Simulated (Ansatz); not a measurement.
```yaml
atoms:
  - { symbol: C, position_ang: [2.1999, 0.2655, 0.3376] }
  - { symbol: C, position_ang: [0.7564, -0.0058, 0.1054] }
  - { symbol: C, position_ang: [0.2661, -0.9727, -0.6700] }
  - { symbol: C, position_ang: [-1.2152, -1.0818, -0.7834] }
  - { symbol: S, position_ang: [-1.8142, 0.4449, -0.0409] }
  - { symbol: O, position_ang: [-2.0407, 1.4022, -1.0883] }
  - { symbol: O, position_ang: [-2.8434, 0.1738, 0.9236] }
  - { symbol: C, position_ang: [-0.2660, 0.8575, 0.7758] }
  - { symbol: H, position_ang: [2.4629, 1.2750, 0.0066] }
  - { symbol: H, position_ang: [2.4437, 0.2081, 1.4031] }
  - { symbol: H, position_ang: [2.8274, -0.4478, -0.1983] }
  - { symbol: H, position_ang: [0.9063, -1.6601, -1.2122] }
  - { symbol: H, position_ang: [-1.5817, -1.1107, -1.8118] }
  - { symbol: H, position_ang: [-1.6383, -1.9212, -0.2260] }
  - { symbol: H, position_ang: [-0.0931, 1.9270, 0.6357] }
  - { symbol: H, position_ang: [-0.3701, 0.6463, 1.8431] }
```

Geometry: PBE0-D4/def2-TZVP.

All numbers below come from RKS PBE0-D4/def2-TZVPP (Ansatz 0.2.0).

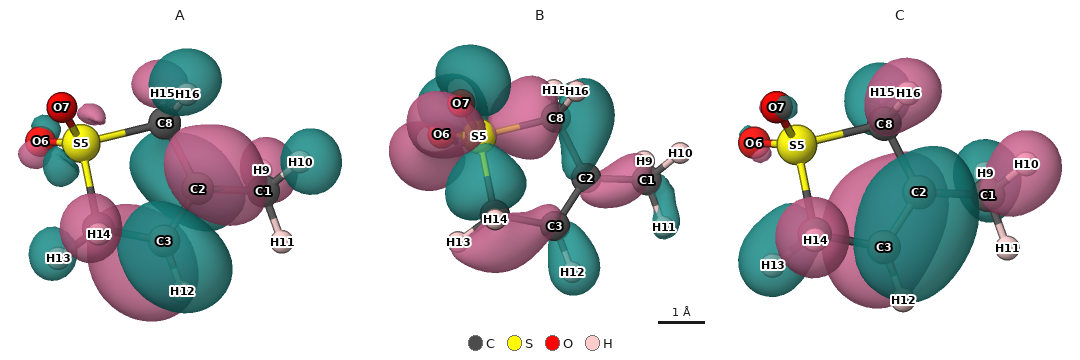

C₅H₈O₂S (SMILES CC1=CCS(=O)(=O)C1). Three frontier orbitals at ±0.08 Å⁻³ᐟ² (teal and pink are the two phases), in no order.

> Which picture is the HOMO−1, the HOMO and the LUMO?

B is the HOMO−1 (−8.25 eV). By Hirshfeld shares it lies mainly on O7 (about 25 %), O6 (about 20 %), S5 (about 15 %), C8 (about 15 %) and C4 (about 10 %). C is the HOMO (−7.72 eV). Its weight (Hirshfeld) is mainly on C3 (about 35 %), C2 (about 30 %) and C4 (about 5 %); π-bonding across C3–C2. A is the LUMO (−0.26 eV). Its weight (Hirshfeld) is mainly on C3 (about 30 %) and C2 (about 30 %).

> What is the HOMO–LUMO gap?

7.46 eV between the orbital energies.
